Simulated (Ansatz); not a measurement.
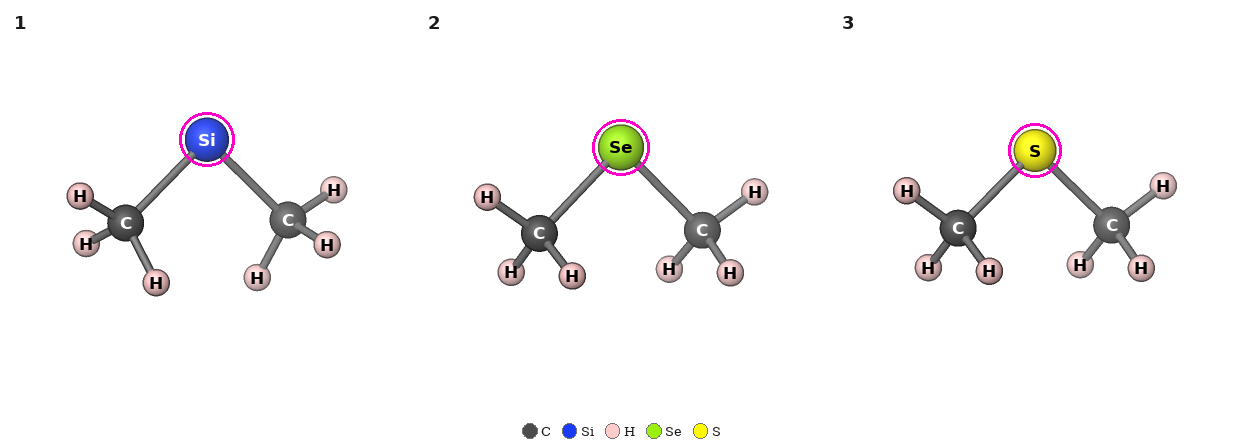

3 molecules with one skeleton, seen from the same side and at one scale; the atom that differs is circled. Each species is neutral and a spin singlet. Computed geometries: PBE0-D4/def2-TZVP optimisations, one conformation each. Properties computed with Ansatz 0.2.0.

One atom differs, called X below: Si in panel 1, Se in panel 2, S in panel 3. Their formulas are C2H6Si (`C[Si]C`), C2H6Se (`C[Se]C`), C2H6S (`CSC`).

**Rank them by the mean length of X–C, lowest first (PBE0-D4/def2-TZVP).**

3 (S), 1 (Si), 2 (Se).

**Rank them by the dipole moment, lowest first (B3LYP-D4/def2-TZVPP).**

1 (Si), 2 (Se), 3 (S).

Give the values. With PBE0-D4/def2-TZVP: mean length of X–C (Å), angle C–X–C (°). With B3LYP-D4/def2-TZVPP: dipole moment (D), HOMO energy (Kohn–Sham orbital) (eV), HOMO–LUMO gap (eV).

| quantity | 1 (Si) | 2 (Se) | 3 (S) |
| --- | --- | --- | --- |
| mean length of X–C (Å) | 1.896 | 1.940 | 1.795 |
| angle C–X–C (°) | 97.8 | 96.9 | 99.4 |
| dipole moment (D) | 1.23 | 1.48 | 1.52 |
| HOMO energy (Kohn–Sham orbital) (eV) | −5.78 | −5.79 | −6.01 |
| HOMO–LUMO gap (eV) | 3.54 | 5.98 | 6.75 |
